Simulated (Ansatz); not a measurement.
## Electronic structure of C$_{2}$H$_{10}$AlN (SMILES C[CH2][AlH2-][NH3+]) in real space

Input

```
crystal:
  periodic: [false, false, false]
  atoms:
    - {symbol: C, position_ang: [1.818731, 1.626627, -1.026399]}
    - {symbol: C, position_ang: [1.760200, 0.095939, -0.858630]}
    - {symbol: Al, position_ang: [-0.075972, -0.670949, -0.817055]}
    - {symbol: "N", position_ang: [-0.841677, 0.097610, -2.606249]}
    - {symbol: H, position_ang: [1.241355, 2.137786, -0.249016]}
    - {symbol: H, position_ang: [1.407350, 1.950142, -1.992254]}
    - {symbol: H, position_ang: [2.839601, 2.023143, -0.983404]}
    - {symbol: H, position_ang: [2.268837, -0.177841, 0.075179]}
    - {symbol: H, position_ang: [2.352938, -0.384356, -1.649345]}
    - {symbol: H, position_ang: [-0.255887, -2.235331, -1.116838]}
    - {symbol: H, position_ang: [-1.124609, 0.010841, 0.187594]}
    - {symbol: H, position_ang: [-0.802115, 1.114461, -2.607820]}
    - {symbol: H, position_ang: [-0.318388, -0.233267, -3.413651]}
    - {symbol: H, position_ang: [-1.813382, -0.174021, -2.735184]}
basis:
  gaussian:
    orbitals: def2-TZVPD
hamiltonian:
  xc: pbe0
output: {forces: true, orbitals: {seedname: orbitals}}
```

Launched as:

```sh
ansatz run input.yaml --threads 2 --pin off --max-ram 4350MiB --events-out events.jsonl --progress --plain --runs-dir runs
```

Geometry: B3LYP-D3(BJ)/6-311G**.

All numbers below come from isolated molecule in a Gaussian basis; Kohn-Sham density functional theory, functional PBE0 in Ansatz 0.2.0.

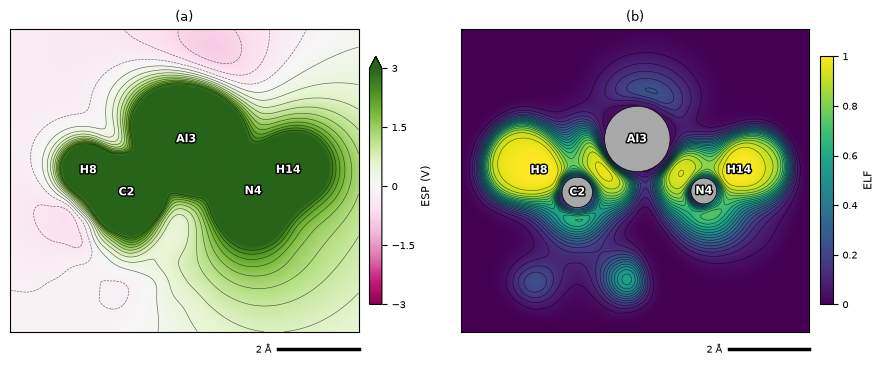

Figure 1. (a) molecular electrostatic potential; (b) ELF on the plane of atoms C2, Al3 and N4. Grey discs cover the atomic cores in the ELF map.

Describe what can be read from this map.

Answer. Atoms in the plane: C, Al, N and H.
C–Al (1.99 Å): the ELF peaks at about 0.95 between the atoms, as expected for a polar covalent bond.
Al–N (2.09 Å): the ELF peaks at about 0.95 in the valence shell of N, 0.7 Å from its nucleus, and is about 0.75 at the midpoint.
N–H (1.02 Å): the ELF climbs to about 1 towards the hydrogen, as it does in any bond to H (a covalent bond by its length).
C–H (1.10 Å): the ELF climbs to about 1 towards the hydrogen: a covalent bond by its length.
Outside the dense part of the molecule the potential is most negative (−0.9 V) near H10, which lies off the plane.

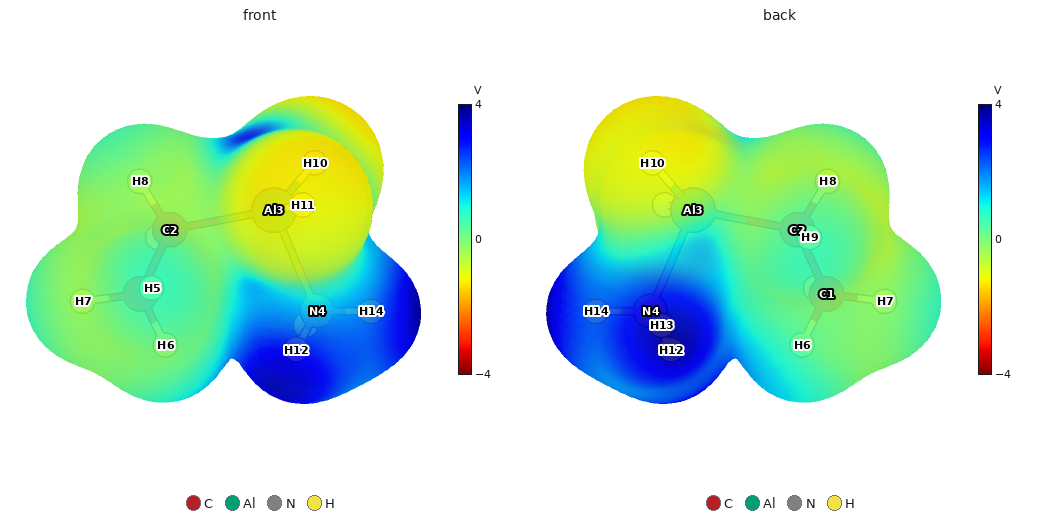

Figure 2. The electrostatic potential painted on the density surface at 0.004 e/bohr³, seen from the front and from behind; the colour scale runs from red (negative) to blue (positive).

Which sites attract a positive test charge, and which a negative one?

Answer. A positive charge is drawn to the negative regions and a negative charge to the positive ones. The most negative region (about −1.3 V, or −30 kcal/mol for a unit charge) lies over H10 and H11, the most positive (about +3.7 V, or +85 kcal/mol for a unit charge) over H13 and H14.

What dipole moment does the calculation give?

Answer. Its dipole moment is 4.88 D.

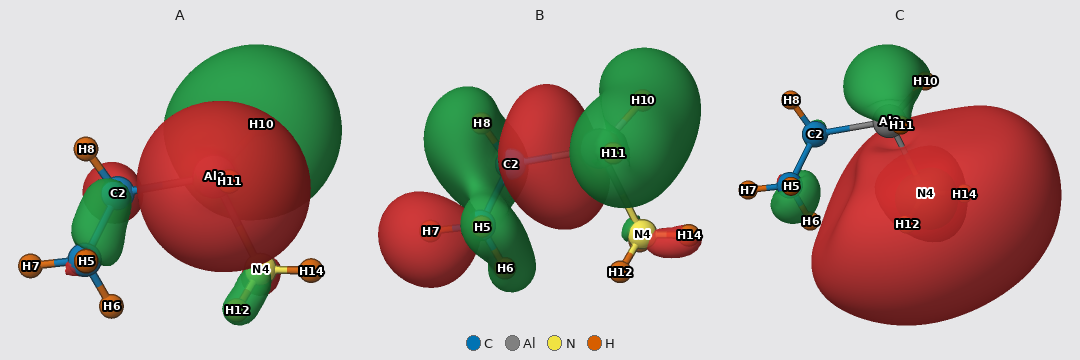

Figure 3. Three frontier orbitals at ±0.05 Å⁻³ᐟ² (green and red are the two phases), in no order.

Which picture is the HOMO−1, the HOMO and the LUMO?

Answer. A is the HOMO−1 (−7.27 eV). By Hirshfeld shares it lies mainly on Al3 (about 35 %), H11 (about 30 %) and H10 (about 30 %). B is the HOMO (−6.72 eV). It lies mainly on C2 (about 40 %), Al3 (about 20 %), C1 (about 10 %) and H10 (about 5 %). C is the LUMO (−0.66 eV). It lies mainly on H13 (about 20 %), H14 (about 20 %), H12 (about 20 %), Al3 (about 15 %) and N4 (about 15 %).

What is the HOMO–LUMO gap?

Answer. 6.06 eV between the orbital energies.
